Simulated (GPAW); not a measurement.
# CN (SMILES [C]#N) at 3 levels

Wanted: a comparison of 3 runs (UBEEF-vdW/real-space grid, UPBE/real-space grid, UPBE/dzp) of CN. Input form: an ASE script.

The results are computed with GPAW 26.7.0.

6 further runs of the same task are left out: 6 set aside as unsound or not needed.

## (1) The molecule

The species is CN (2 atoms), meant as a doublet with charge 0. As SMILES, `[C]#N`. The coordinates come from a PBE0-D4/def2-TZVP relaxation.

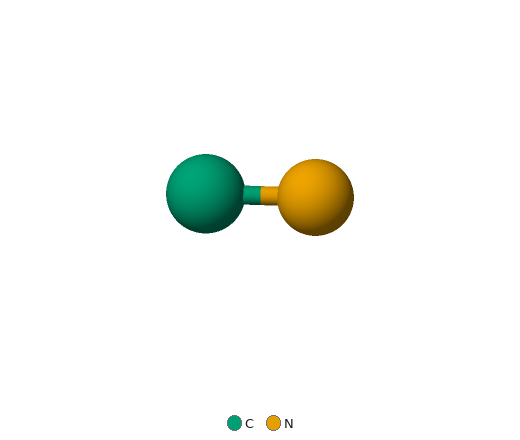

The structure, seen from a chosen angle (carbon teal, nitrogen amber).

## (2) The charge distribution at UBEEF-vdW/real-space grid (scalar-relativistic datasets) (run 1)

cn.py reads:

```python
import numpy as np
from ase import Atoms
from ase.dft.bee import BEEFEnsemble
from ase.units import Debye
from gpaw import GPAW
from gpaw.utilities.adjust_cell import adjust_cell

# Geometry
molecule = Atoms(['C', 'N'],
    positions=[[  0.495600,  -0.160400,   0.255200],
               [ -0.495600,   0.160400,  -0.255200]])
adjust_cell(molecule, 4.5, h=0.22)
molecule.set_initial_magnetic_moments([0.5, 0.5])

# GPAW settings
dft = GPAW(mode='fd',
           h=0.22,
           xc='BEEF-vdW',
           occupations={'name': 'fermi-dirac', 'width': 0.02, 'fixmagmom': True},
           maxiter=150,
           symmetry='off',
           txt='-')
molecule.calc = dft

energy = molecule.get_potential_energy()
print(f'Energy = {energy:.5f} eV')
dipole = molecule.get_dipole_moment() / Debye
print(f'Dipole                  {np.linalg.norm(dipole):.3f} D')

ensemble = BEEFEnsemble(molecule).get_ensemble_energies(2000)
spread = ensemble.std()
print(f'Ensemble spread: {spread:.3f} eV')
```

Run with:

```bash
$ python3 -u cn.py | tee cn.out
```

The log of the run:

```text
[...]
Number of symmetries: 1
[...]
  Number of IBZ points: 1
[...]
Spin-components: 2 (collinear spins)
Bands:           8
[...]
  Valence electrons: 9.0
[...]
  Grid points: [48 44 44]
  Charge: 0.0  # |e|
[...]
    cutoffs:
[...]
occupation numbers:
  Fixed magnetic moment: 1.000
[...]
xc functional:
  name: BEEF-vdW with 2 nearest neighbor stencil
[...]
|iter     |     time |      energy | eigst |  dens |  magmom |
[...]
|iter:   1| 00:00:16 |  -31.853562 | +1.28 |       |  +0.9984|
[...]
|iter:  16| 00:02:48 |  -30.709237c| -7.63c| -5.67c|  +1.0000|
Converged in 16 steps
[...]
Energy contributions relative to reference atoms: (reference = -2509.349620)
Energy contributions:
  Kinetic:          19.470279
  Coulomb:         -21.530906
  Zero:              0.926007
  External:          0.000000
  Xc:              -29.574617
  Entropy:          -0.000000
  Spinorbit:         0.000000
  ----------------------------
  Free energy:     -30.709237
  Extrapolated:    -30.709237
dipole moment: (0.215197, -0.070213, 0.111885)  # |e|*Ang
Total magnetic moment: (0.000000, 0.000000, 1.000000)
Local magnetic moments
|        x |        y |        z |
|----------|----------|----------|
| 0.000000 | 0.000000 | 0.307075 |  # C    0
| 0.000000 | 0.000000 | 0.109213 |  # N    1
Fermi levels: -6.533, -9.143
Eigenvalues  # (at kpt = [0.000, 0.000, 0.000])
| band index |      eig [eV] | occ [0-1] |      eig [eV] | occ [0-1] |
|------------|---------------|-----------|---------------|-----------|
|          0 |       -24.407 |     1.000 |       -23.885 |     1.000 |
|          1 |       -12.505 |     1.000 |       -11.138 |     1.000 |
|          2 |       -10.078 |     1.000 |        -9.705 |     1.000 |
|          3 |        -9.960 |     1.000 |        -9.701 |     1.000 |
|          4 |        -9.957 |     1.000 |        -7.973 |     0.000 |
|          5 |        -1.809 |     0.000 |        -1.207 |     0.000 |
|          6 |        -1.805 |     0.000 |        -1.201 |     0.000 |
|          7 |         0.002 |     0.000 |         0.229 |     0.000 |
Gap: 6.164 eV
Transition (v -> c):
[...]
vacuum-level: 0.000  # V
Energy = -30.70924 eV
Dipole                  1.213 D
beefvdw ensemble started
beefvdw ensemble finished
Ensemble spread: 21.949 eV
```

Wall time 3.2 min (1 thread of AMD EPYC (Zen 3), shared host); peak memory 1.2 GiB.

## (3) Energy and one-electron properties at UPBE/real-space grid (scalar-relativistic datasets) (run 2)

mol.py reads:

```python
import numpy as np
from ase import Atoms
from ase.units import Debye
from gpaw import GPAW

# Structure
molecule = Atoms('CN',
    positions=[[  0.495600,  -0.160400,   0.255200],
               [ -0.495600,   0.160400,  -0.255200]])
molecule.center(vacuum=4.5)
molecule.set_initial_magnetic_moments([0.5, 0.5])

# Calculator
dft = GPAW(mode='fd',
           h=0.18,
           xc='PBE',
           occupations={'name': 'fermi-dirac', 'width': 0.0, 'fixmagmom': True},
           maxiter=150,
           symmetry='off',
           txt='-')
molecule.calc = dft

energy = molecule.get_potential_energy()
print(f'Energy: {energy:.5f} eV')
forces = molecule.get_forces()
print('Forces (eV/Ang)')
for symbol, f in zip(molecule.symbols, forces):
    print(f'{symbol:2} {f[0]:9.4f} {f[1]:9.4f} {f[2]:9.4f}')
dipole = molecule.get_dipole_moment() / Debye
print(f'Dipole                  {np.linalg.norm(dipole):.3f} D')
print('Moments:', molecule.get_magnetic_moments().round(3))
```

Run with:

```bash
$ python mol.py > mol.log
```

The log of the run:

```text
[...]
Number of symmetries: 1
[...]
  Number of IBZ points: 1
[...]
Spin-components: 2 (collinear spins)
Bands:           8
[...]
  Valence electrons: 9.0
[...]
  Grid points: [56 52 52]
  Charge: 0.0  # |e|
[...]
    cutoffs:
[...]
occupation numbers:
  Fixed magnetic moment: 1.000
[...]
xc functional:
  name: PBE with 2 nearest neighbor stencil
[...]
|iter     |     time |      energy | eigst |  dens |  magmom |
[...]
|iter:   1| 00:00:04 |  -14.141058 | +1.35 |       |  +0.9984|
[...]
|iter:  16| 00:00:39 |  -13.114386c| -7.74c| -5.82c|  +1.0000|
Converged in 16 steps
[...]
Energy contributions relative to reference atoms: (reference = -2509.349620)
Energy contributions:
  Kinetic:          15.824945
  Coulomb:         -17.921201
  Zero:              0.477952
  External:          0.000000
  Xc:              -11.496082
  Entropy:           0.000000
  Spinorbit:         0.000000
  ----------------------------
  Free energy:     -13.114386
  Extrapolated:    -13.114386
dipole moment: (0.212328, -0.068944, 0.109629)  # |e|*Ang
Total magnetic moment: (0.000000, 0.000000, 1.000000)
Local magnetic moments
|        x |        y |        z |
|----------|----------|----------|
| 0.000000 | 0.000000 | 0.301755 |  # C    0
| 0.000000 | 0.000000 | 0.101776 |  # N    1
Fermi levels: -4.576, -8.553
Eigenvalues  # (at kpt = [0.000, 0.000, 0.000])
| band index |      eig [eV] | occ [0-1] |      eig [eV] | occ [0-1] |
|------------|---------------|-----------|---------------|-----------|
|          0 |       -24.016 |     1.000 |       -23.543 |     1.000 |
|          1 |       -12.137 |     1.000 |       -10.817 |     1.000 |
|          2 |        -9.712 |     1.000 |        -9.454 |     1.000 |
|          3 |        -9.696 |     1.000 |        -9.452 |     1.000 |
|          4 |        -9.694 |     1.000 |        -7.653 |     0.000 |
|          5 |        -1.499 |     0.000 |        -0.871 |     0.000 |
|          6 |        -1.497 |     0.000 |        -0.869 |     0.000 |
|          7 |         0.629 |     0.000 |         0.830 |     0.000 |
Gap: 6.154 eV
Transition (v -> c):
[...]
Force computation time: 0.073  # s
Forces (eV/Ang)
C     1.2371   -0.4001    0.6338
N    -1.2685    0.4313   -0.6174
Dipole                  1.195 D
Moments: [0.302 0.102]
```

It took 40 s on 1 thread of AMD EPYC (Zen 3), shared host; peak memory 0.53 GiB.

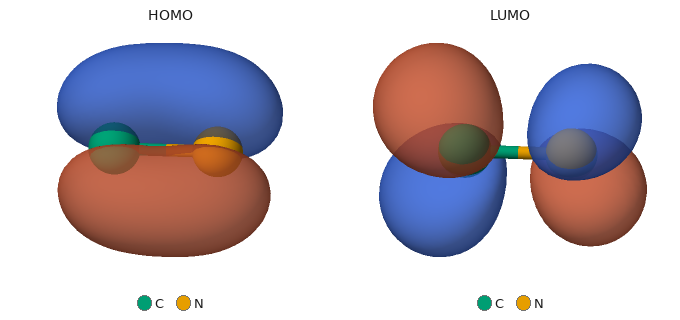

Frontier orbitals of this run (spin up), surfaces at ±0.2 Å^-3/2.

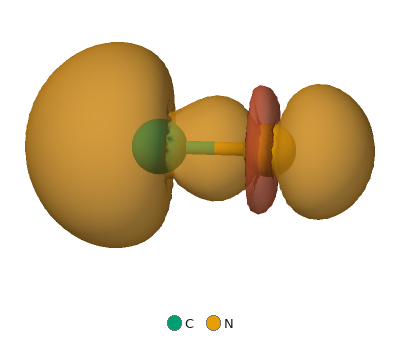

Spin density, surfaces at ±0.03 e/Å³.

## (4) The charge distribution at UPBE/dzp (scalar-relativistic datasets) (run 3)

calc.py reads:

```python
import numpy as np
from ase import Atoms
from ase.units import Bohr, Debye
from gpaw import GPAW

# Structure
positions_bohr = np.array(
              [[  0.936548,  -0.303112,   0.482258],
               [ -0.936548,   0.303112,  -0.482258]])
atoms = Atoms(['C', 'N'], positions=positions_bohr * Bohr)
atoms.center(vacuum=4.5)
atoms.set_initial_magnetic_moments([0.5, 0.5])

# DFT calculator
dft = GPAW(mode='lcao',
           basis='dzp',
           h=0.18,
           xc='PBE',
           occupations={'name': 'fermi-dirac', 'width': 0.0, 'fixmagmom': True},
           maxiter=150,
           symmetry='off',
           txt='-')
atoms.calc = dft

energy = atoms.get_potential_energy()
print(f'Energy                  {energy:.5f} eV')
forces = atoms.get_forces()
print('Forces (eV/Ang)')
for symbol, f in zip(atoms.symbols, forces):
    print(f'{symbol:2} {f[0]:9.4f} {f[1]:9.4f} {f[2]:9.4f}')
dipole = atoms.get_dipole_moment() / Debye
print(f'Dipole = {np.linalg.norm(dipole):.3f} D')
print('Moments:', atoms.get_magnetic_moments().round(3))
```

Run with:

```bash
$ OMP_NUM_THREADS=1 python calc.py
```

The log of the run:

```text
[...]
Number of symmetries: 1
[...]
  Number of IBZ points: 1
[...]
basis functions: 26
Spin-components: 2 (collinear spins)
Bands:           8
[...]
  Valence electrons: 9.0
[...]
  Grid points: [56 52 52]
  Charge: 0.0  # |e|
[...]
    cutoffs:
[...]
occupation numbers:
  Fixed magnetic moment: 1.000
[...]
xc functional:
  name: PBE with 2 nearest neighbor stencil
[...]
|iter     |     time |      energy | eigst |  dens |  magmom |
[...]
|iter:   1| 00:00:07 |  -12.249096 |      c|       |  +0.9988|
[...]
|iter:  11| 00:00:22 |  -12.040262c|      c| -4.32c|  +1.0000|
Converged in 11 steps
[...]
Energy contributions relative to reference atoms: (reference = -2509.349620)
Energy contributions:
  Kinetic:          11.737551
  Coulomb:         -12.473953
  Zero:              0.293637
  External:          0.000000
  Xc:              -11.597497
  Entropy:           0.000000
  Spinorbit:         0.000000
  ----------------------------
  Free energy:     -12.040262
  Extrapolated:    -12.040262
dipole moment: (0.187739, -0.060870, 0.096699)  # |e|*Ang
Total magnetic moment: (0.000000, 0.000000, 1.000000)
Local magnetic moments
|        x |        y |        z |
|----------|----------|----------|
| 0.000000 | 0.000000 | 0.298021 |  # C    0
| 0.000000 | 0.000000 | 0.095047 |  # N    1
Fermi levels: -4.126, -8.190
Eigenvalues  # (at kpt = [0.000, 0.000, 0.000])
| band index |      eig [eV] | occ [0-1] |      eig [eV] | occ [0-1] |
|------------|---------------|-----------|---------------|-----------|
|          0 |       -23.872 |     1.000 |       -23.455 |     1.000 |
|          1 |       -11.872 |     1.000 |       -10.524 |     1.000 |
|          2 |        -9.427 |     1.000 |        -9.164 |     1.000 |
|          3 |        -9.425 |     1.000 |        -9.163 |     1.000 |
|          4 |        -9.332 |     1.000 |        -7.217 |     0.000 |
|          5 |        -1.036 |     0.000 |        -0.343 |     0.000 |
|          6 |        -1.034 |     0.000 |        -0.342 |     0.000 |
|          7 |         7.530 |     0.000 |         8.207 |     0.000 |
Gap: 6.181 eV
Transition (v -> c):
[...]
Force computation time: 0.192  # s
Forces (eV/Ang)
C     3.2390   -1.0556    1.6872
N    -3.3198    1.0808   -1.6798
Dipole = 1.056 D
Moments: [0.298 0.095]
```

Wall time 24 s (1 thread of AMD EPYC (Zen 3), shared host); peak memory 0.58 GiB.

## (5) The series

| run | level | grid spacing | box rule | energy (Eh) | dipole moment (D) | HOMO energy (eV) | LUMO energy (eV) | wall time |
| --- | --- | --- | --- | --- | --- | --- | --- | --- |
| 1 | UBEEF-vdW/real-space grid (scalar-relativistic datasets) | 0.22 | adjust | -93.345441 | 1.21 | -9.70 | -7.97 | 3.2 min |
| 2 | UPBE/real-space grid (scalar-relativistic datasets) | 0.18 | center | -92.698842 | 1.19 | -9.45 | -7.65 | 40 s |
| 3 | UPBE/dzp (scalar-relativistic datasets) | 0.18 | center | -92.659369 | 1.06 | -9.16 | -7.22 | 24 s |

## (6) What came out

| quantity | value |
| --- | --- |
| run 3: energy as printed (from the program's reference atoms) | -12.0403 eV |
| run 3: dipole moment | 1.06 D |
| run 3: HOMO energy (highest over α and β) | -9.16 eV |
| run 3: LUMO energy (lowest over α and β) | -7.22 eV |
| run 3: largest force on an atom | 3.874 eV/Å |

What this shows: The dipole moment (its size) runs from 1.06 D (UPBE/dzp) to 1.21 D (UBEEF-vdW/real-space grid). The two ends differ in method and basis. Totals of different functionals can't be ranked against each other. All runs together took 4.3 min, the longest 3.2 min.
